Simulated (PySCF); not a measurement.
# What a change does: NMR shielding calculation on C$_{6}$H$_{5}$F$_{3}$

System: C$_{6}$H$_{5}$F$_{3}$.
Method of run 1: GIAO PBE0/pcSseg-1 NMR shielding, non-relativistic, gas phase (PySCF 2.14.0).

The geometry comes from this level: GFN2-xTB. Text and figures count atoms from 1; the logs count them from 0 in places.

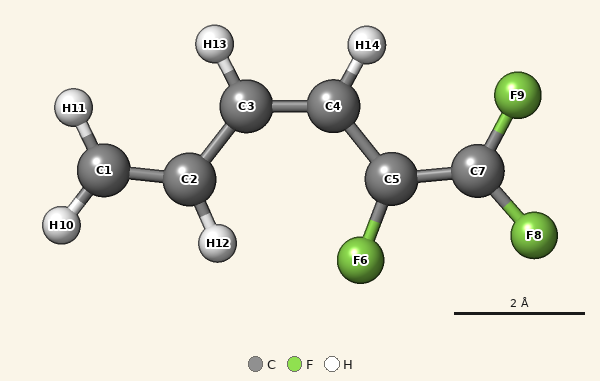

The structure as given in the input (ball-and-stick view, seen on its broad side; atoms are numbered from 1 in the order of the input).

The input, run 1:
```
{"job": {"kind": "nmr", "xc": "PBE0", "basis": "pcSseg-1", "pop": true}, "charge": 0, "multiplicity": 1}
C     -2.630796    -0.003848     1.136604
C     -1.344836     0.013803     0.787087
C     -0.927434    -0.051548    -0.588682
C      0.326485    -0.042676    -1.079348
C      1.569626     0.033847    -0.357313
F      1.573165     0.110456     0.988571
C      2.768836     0.033745    -0.956643
F      3.940708     0.101185    -0.343510
F      2.928891    -0.036169    -2.273950
H     -2.938749     0.044803     2.166397
H     -3.416797    -0.067369     0.401377
H     -0.585746     0.078017     1.550401
H     -1.733526    -0.115459    -1.308854
H      0.469495    -0.099259    -2.149282
```

The first line tells a small driver script what to run in PySCF; the rest is the geometry in Å.

Command:
```bash
OMP_NUM_THREADS=1 python <driver script> task.json out
```

Hardware: 1 CPU thread, shared host.

Output (run 1):
```
coarse grid: 12880 points
cycle   1  E = -530.2726448622  dE =  1.487e+00  |g| = 8.249e-01  |ddm| = 3.617e+00
cycle   2  E = -529.9691840516  dE =  3.035e-01  |g| = 1.454e+00  |ddm| = 1.641e+00
cycle   3  E = -530.4077301294  dE = -4.385e-01  |g| = 1.365e-01  |ddm| = 1.198e+00
cycle   4  E = -530.4100708040  dE = -2.341e-03  |g| = 1.037e-01  |ddm| = 2.202e-01
cycle   5  E = -530.4125517991  dE = -2.481e-03  |g| = 1.594e-02  |ddm| = 9.261e-02
cycle   6  E = -530.4126051868  dE = -5.339e-05  |g| = 4.871e-03  |ddm| = 1.518e-02
cycle   7  E = -530.4126118478  dE = -6.661e-06  |g| = 1.367e-03  |ddm| = 5.656e-03
final grid: 128920 points
cycle   8  E = -530.4846606735  dE = -4.424e-05  |g| = 7.201e-03  |ddm| = 3.336e-02
cycle   9  E = -530.4846564467  dE =  4.227e-06  |g| = 9.094e-03  |ddm| = 1.261e-02
cycle  10  E = -530.4846725864  dE = -1.614e-05  |g| = 1.207e-03  |ddm| = 6.961e-03
cycle  11  E = -530.4846728274  dE = -2.410e-07  |g| = 1.884e-04  |ddm| = 9.369e-04
cycle  12  E = -530.4846728314  dE = -4.014e-09  |g| = 1.244e-04  |ddm| = 2.277e-04
cycle  13  E = -530.4846728351  dE = -3.646e-09  |g| = 3.097e-05  |ddm| = 1.243e-04
cycle  14  E = -530.4846728353  dE = -2.378e-10  |g| = 6.620e-06  |ddm| = 3.199e-05
converged SCF energy = -530.4846728353

GIAO shielding tensors (ppm)
atom      isotropic    diamagn.    paramagn.     s11        s22        s33       span
  0 C       56.374     252.802    -196.428    -51.668     62.606    158.183    209.850
  1 C       44.828     254.215    -209.387    -71.934     40.774    165.645    237.579
  2 C       48.682     253.017    -204.334    -45.205     45.055    146.197    191.402
  3 C       68.748     257.045    -188.298    -28.688     78.192    156.739    185.427
  4 C       45.816     247.400    -201.584     16.473     39.704     81.270     64.797
  5 F      366.535     475.920    -109.385    306.894    369.054    423.656    116.762
  6 C       17.899     250.536    -232.637    -35.530     32.798     56.428     91.958
  7 F      273.110     468.703    -195.593    251.549    280.430    287.351     35.802
  8 F      286.416     474.253    -187.838    260.546    293.025    305.676     45.130
  9 H       26.033      28.952      -2.919     23.434     25.202     29.464      6.031
 10 H       26.045      30.195      -4.150     22.814     25.590     29.731      6.917
 11 H       24.186      32.442      -8.256     20.718     21.030     30.810     10.092
 12 H       25.382      32.180      -6.797     23.325     23.840     28.982      5.657
 13 H       25.831      31.858      -6.027     22.331     25.316     29.846      7.515
```

The input of run 2 differs as follows (lines with − go, lines with + come):
```diff
-"xc": "PBE0"
-"basis": "pcSseg-1"
-"pop": true
+"xc": "HF"
+"basis": "cc-pVDZ"
+"pop": false
+"scf": {"guess": "vsap"}
```

What does this change do to the results?

The total energies belong to different models, so their difference says nothing on which is more stable or more accurate. The HOMO goes from −6.45 to −8.39 eV. The LUMO goes from −1.64 to 2.17 eV. The dipole moment goes from 1.54 to 2.05 D. Of all shieldings, the largest change is that of F9, by +63.5 ppm. The method changes from PBE0 to HF. The SCF takes 11 iterations against 14. The basis functions go from 178 to 151.

Output (run 2):
```
final grid: 128920 points
cycle   1  E = -528.1370510813  dE = -8.599e-01  |g| = 9.827e-01  |ddm| = 6.117e+00
cycle   2  E = -528.2990366765  dE = -1.620e-01  |g| = 5.772e-01  |ddm| = 2.595e+00
cycle   3  E = -528.3788578420  dE = -7.982e-02  |g| = 6.952e-02  |ddm| = 9.442e-01
cycle   4  E = -528.3801999639  dE = -1.342e-03  |g| = 1.816e-02  |ddm| = 1.526e-01
cycle   5  E = -528.3804136692  dE = -2.137e-04  |g| = 6.059e-03  |ddm| = 7.172e-02
cycle   6  E = -528.3804326943  dE = -1.903e-05  |g| = 2.339e-03  |ddm| = 1.617e-02
cycle   7  E = -528.3804362734  dE = -3.579e-06  |g| = 6.502e-04  |ddm| = 8.150e-03
cycle   8  E = -528.3804365473  dE = -2.738e-07  |g| = 2.288e-04  |ddm| = 2.380e-03
cycle   9  E = -528.3804365720  dE = -2.474e-08  |g| = 7.537e-05  |ddm| = 6.520e-04
cycle  10  E = -528.3804365753  dE = -3.294e-09  |g| = 2.311e-05  |ddm| = 2.589e-04
cycle  11  E = -528.3804365757  dE = -3.772e-10  |g| = 9.700e-06  |ddm| = 7.987e-05
converged SCF energy = -528.3804365757

GIAO shielding tensors (ppm)
atom      isotropic    diamagn.    paramagn.     s11        s22        s33       span
  0 C       78.311     252.287    -173.975    -39.763     95.484    179.212    218.975
  1 C       70.407     253.007    -182.600    -55.904     80.520    186.604    242.508
  2 C       68.488     252.773    -184.285    -38.991     74.411    170.042    209.033
  3 C       91.200     255.745    -164.546    -14.948    108.896    179.650    194.598
  4 C       72.899     248.148    -175.249     33.359     75.207    110.132     76.773
  5 F      419.105     475.647     -56.542    367.549    432.401    457.366     89.817
  6 C       49.237     250.494    -201.257    -15.595     67.715     95.591    111.186
  7 F      336.356     468.733    -132.378    321.800    334.577    352.689     30.889
  8 F      349.936     475.438    -125.502    316.630    361.453    371.725     55.095
  9 H       26.688      29.642      -2.954     23.842     25.501     30.721      6.879
 10 H       26.647      31.295      -4.648     23.256     25.747     30.937      7.681
 11 H       24.968      33.709      -8.742     21.134     21.628     32.141     11.008
 12 H       25.906      32.903      -6.997     23.557     24.032     30.128      6.571
 13 H       26.574      32.630      -6.056     22.599     26.024     31.098      8.499
```

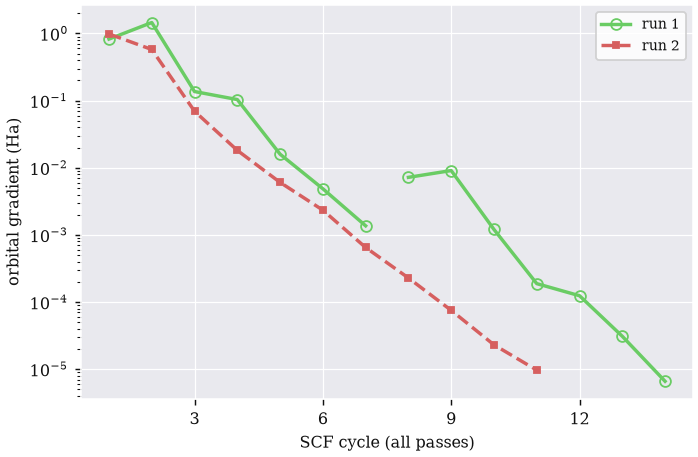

Convergence of the two runs: orbital gradient against the SCF cycle. A break in a curve parts two SCF passes (coarse and final grid). Run 1 takes 14 cycles in all, and run 2 takes 11.

The two runs side by side:

```tsv
quantity	run 1	run 2
outcome	converged	converged
total energy (hartree)	−530.484673	−528.380437
HOMO (eV)	−6.45	−8.39
LUMO (eV)	−1.64	2.17
dipole moment (D)	1.54	2.05
shielding of C2 (ppm)	44.8	70.4
shielding of C4 (ppm)	68.7	91.2
shielding of C5 (ppm)	45.8	72.9
shielding of F6 (ppm)	366.5	419.1
shielding of C7 (ppm)	17.9	49.2
shielding of F8 (ppm)	273.1	336.4
shielding of F9 (ppm)	286.4	349.9
SCF iterations	14	11
basis functions	178	151
wall time (shared host)	27 s	7.7 s
```
